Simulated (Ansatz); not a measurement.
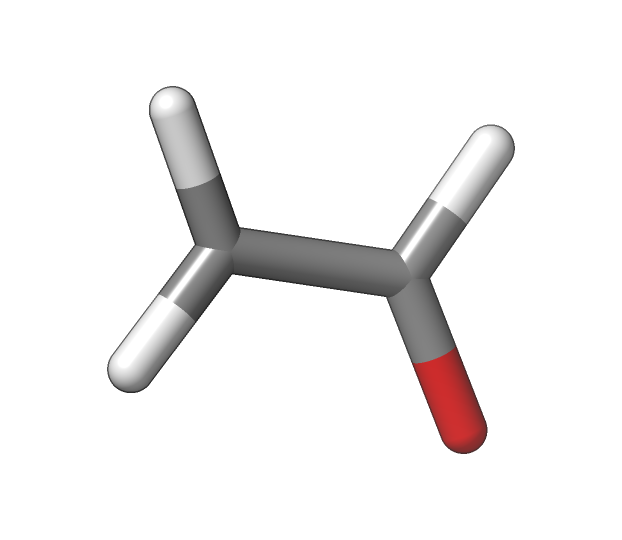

A stick model of a molecule. Every bond is drawn as one stick, whatever its order. Colours: carbon grey, oxygen red, hydrogen white.

The species is neutral and a spin doublet.

**Count the atoms of each element.**

C₂H₃O, 6 atoms: 2 carbon, 3 hydrogen and 1 oxygen.

**How many bonds of each kind are drawn?**

3 C–H, 1 C–C, 1 C–O.

**What is its SMILES?**

[CH2]C=O

**How many atoms are distinct by symmetry?**

6: 1 C, 1 C, 1 O, 1 H, 1 H, 1 H.

More results for the same structure follow; atom numbers are the same in all pictures, views and colours differ. The geometry was computed by an optimisation with PBE0-D4/def2-TZVP.

Shape

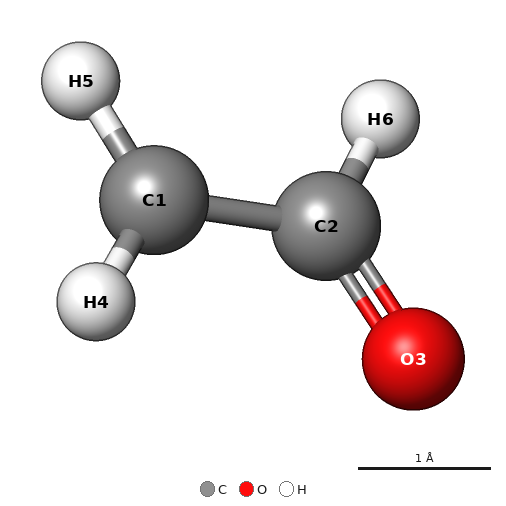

Atoms carry their numbers in the input.

Give the bond lengths.

| bond | length (Å) | order |
| --- | --- | --- |
| C1–C2 | 1.420 | single |
| C1–H4 | 1.083 | single |
| C1–H5 | 1.083 | single |
| C2–O3 | 1.226 | double |
| C2–H6 | 1.106 | single |

Levels of theory compared

Program: Ansatz 0.2.0.

Tabulate dipole (D) at these levels: B3LYP-D4/def2-TZVPP; PBE-D4/def2-TZVPP; PBE0-D4/def2-TZVP; r2SCAN-D4/def2-TZVPP; ωB97M-V/def2-TZVPP.

```tsv
level	dipole (D)
B3LYP-D4/def2-TZVPP	2.94
PBE-D4/def2-TZVPP	2.79
PBE0-D4/def2-TZVP	2.93
r2SCAN-D4/def2-TZVPP	2.86
ωB97M-V/def2-TZVPP	2.98
```

Vibrations

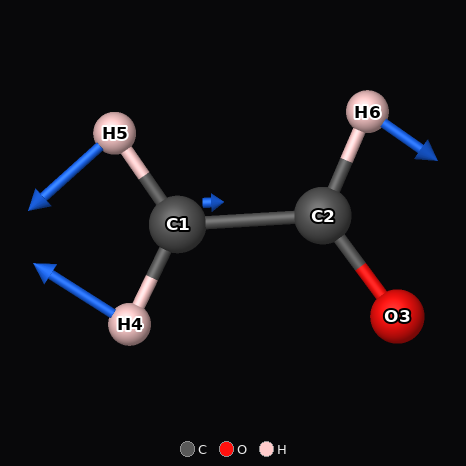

The arrows show one normal mode. Harmonic vibrations computed with UKS PBE0-D4/def2-TZVP (Ansatz 0.2.0) at a stationary point of the same level.

**Estimate its harmonic wavenumber.**

1470 cm⁻¹; it is mode 8 of 12 counted from the lowest.

Charges

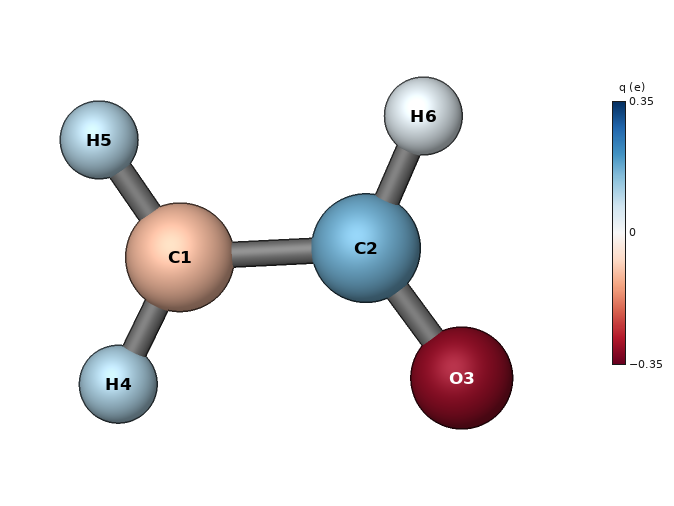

Atoms are coloured by their Mulliken charges. Method: UKS r2SCAN-D4/def2-TZVPP (Ansatz 0.2.0).

**Which atom carries the highest charge (most positive or least negative)?**

C2 (0.17 e).

**And the lowest?**

O3 (−0.31 e).

Give the Mulliken charges atom by atom.

```
atom  value (e)
  C1      −0.11
  C2       0.17
  O3      −0.31
  H4       0.11
  H5       0.10
  H6       0.04
```

Thermal motion

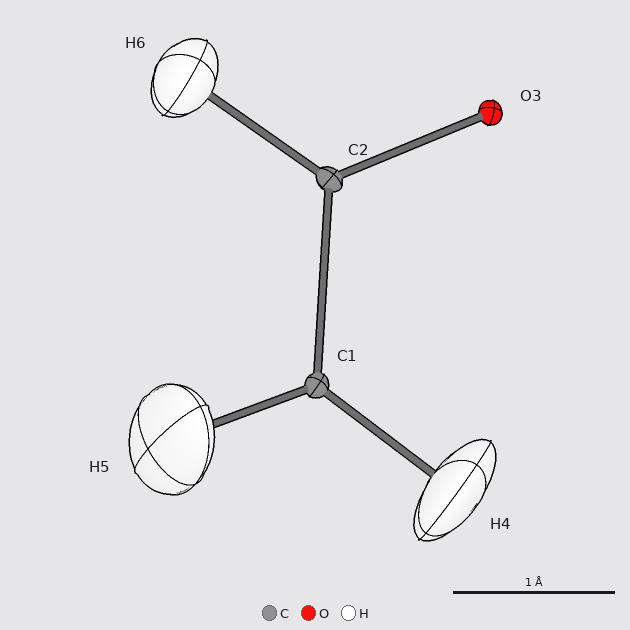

Displacement ellipsoids at the 50 % level, enlarged 1.5 times, from the internal vibrations of the free molecule (harmonic, no overall translation or rotation; no half-axis is drawn under 0.075 Å). Vibrations computed with UKS PBE0-D4/def2-TZVP (Ansatz 0.2.0). Temperature: 600 K.

**Which atom moves most?**

H5, with U_eq = 0.0264 Å².

**Does H5 move more along its bond or across it?**

Across it: the root-mean-square amplitude is 0.077 Å along the bond and up to 0.233 Å across, since bending and torsion are softer than stretching.

Give the displacement parameters, one line for each set of equivalent atoms.

```
atom  U_eq (Å²)   rms amplitudes (Å)
  C1    0.00082  0.020, 0.024, 0.038
  C2     0.0012  0.027, 0.036, 0.040
  O3    0.00064  0.017, 0.018, 0.036
  H4     0.0209  0.072, 0.160, 0.179
  H5     0.0264  0.077, 0.138, 0.233
  H6     0.0118  0.081, 0.114, 0.126
```

Mulliken values depend strongly on the basis set and can even reverse the polarity of a bond.
